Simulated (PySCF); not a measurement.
Single-point calculation of CH4OSSi (charge +1)

The run: single-point calculation of CH4OSSi, charge +1, multiplicity 2. Method and program: RPA (r2SCAN)/ANO-RCC-MB, UKS, sfX2C (PySCF 2.14.0).

The geometry is that of the parent species in another charge or spin state. The geometry comes from this level: GFN2-xTB.

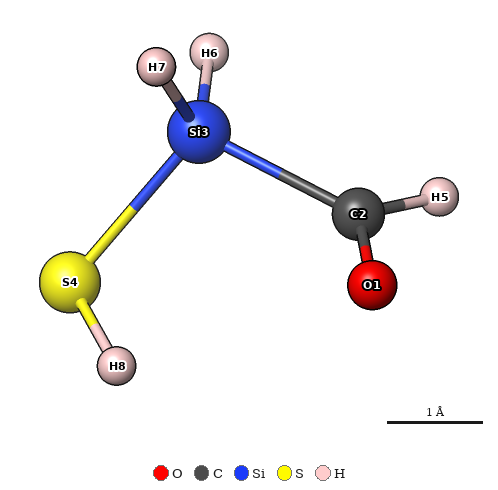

*The structure (ball-and-stick view, seen at a tilt; atoms are numbered from 1 in the order of the input).*

Bond lengths as drawn: C–H 1.11 Å, C–O 1.20 Å, C–Si 1.92 Å, H–S 1.33 Å, H–Si 1.45 to 1.46 Å and S–Si 2.14 Å.

Results in brief:

| quantity | value |
| --- | --- |
| outcome | converged |
| total energy | −802.930023 hartree |
| SCF energy | −804.441283 hartree |
| correlation energy | −0.344404 hartree |
| basis functions | 32 |
| ⟨S²⟩ | 0.754 |
| hardware | 1 thread of Arm Neoverse V1, 24 GiB of memory available, shared host |
| wall time | 26 s |
| peak memory | 0.28 GiB |

Notes:

The record of the run, not the program, notes: dipole of an ion depends on the origin.

Input file (calc.py):
```python
from pyscf import gto, dft
from pyscf.gw.urpa import URPA

mol = gto.M(
    atom='''
O       -0.677330      -0.166580      -1.887700
C       -0.460670       0.625840      -1.006870
Si       0.656060       0.195410       0.498960
S       -0.389810      -1.350040       1.553910
H       -0.931710       1.629150      -1.050870
H        0.738220       1.329080       1.403290
H        1.933900      -0.306130       0.012920
H       -0.868660      -1.956740       0.476350
''',
    charge=1,
    max_memory=1860,
    verbose=3,
    basis='ano-rcc-mb',
    spin=1,
)

mf = dft.UKS(mol)
mf.xc = 'r2scan'
mf = mf.sfx2c1e()
mf.conv_tol = 1e-10
mf.grids.level = 4
mf.kernel()
if not mf.converged:
    mf = mf.newton().run(mf.mo_coeff, mf.mo_occ)

rpa = URPA(mf, frozen=12)
rpa.kernel()
e_exx = mf.to_hf().energy_tot(mf.make_rdm1())
e_tot = e_exx + rpa.e_corr
print('E = %.10f Eh' % e_tot)
```

Launch command:
```bash
OMP_NUM_THREADS=1 python calc.py
```

Log:
```
WARN: HOMO -0.277279467709314 >= LUMO -0.277279467709314

converged SCF energy = -804.441283091856  <S^2> = 0.75414525  2S+1 = 2.004141

WARN: Even tempered Gaussians are generated as DF auxbasis for  H C Si O S

WARN: Destination object of to_hf/to_ks method is not an X2C object. Convert dst to X2C object.

E(URPA) = -802.928680835998  E_corr = -0.344404174929058  E_hf = -802.584276661069

WARN: Destination object of to_hf/to_ks method is not an X2C object. Convert dst to X2C object.

E = -802.9300228052 Eh
```
